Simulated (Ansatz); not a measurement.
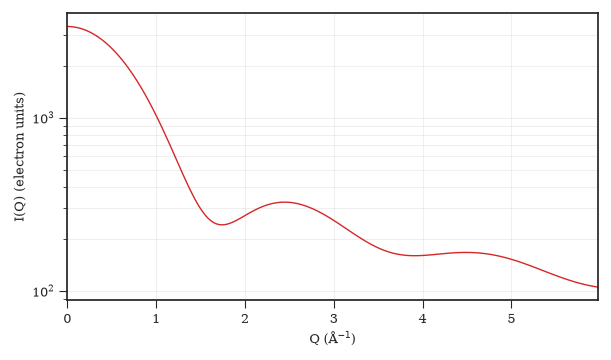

Elastic X-ray scattering of a randomly oriented, rigid molecule, calculated with the Debye equation from neutral-atom form factors (independent atoms, no Compton part, no vibration). The geometry is the end point of an optimisation (UKS PBE0-D4/STO-3G (Ansatz 0.2.0)); it may be a saddle point or a higher isomer. It contains C, N, S, H.

How many electrons does the independent-atom model of the molecule hold?

I(0) is the square of the electron number: I(0) = 3360, so about 58 electrons, the count of C2H7NS2.

What radius of gyration does the initial fall-off give?

From I(Q) ≈ I(0) exp(−Q²R²/3) at small Q, R ≈ 1.86 Å. It is larger than the electron-weighted radius of the nuclear positions alone (1.70 Å), because each atom's electron cloud adds to it.
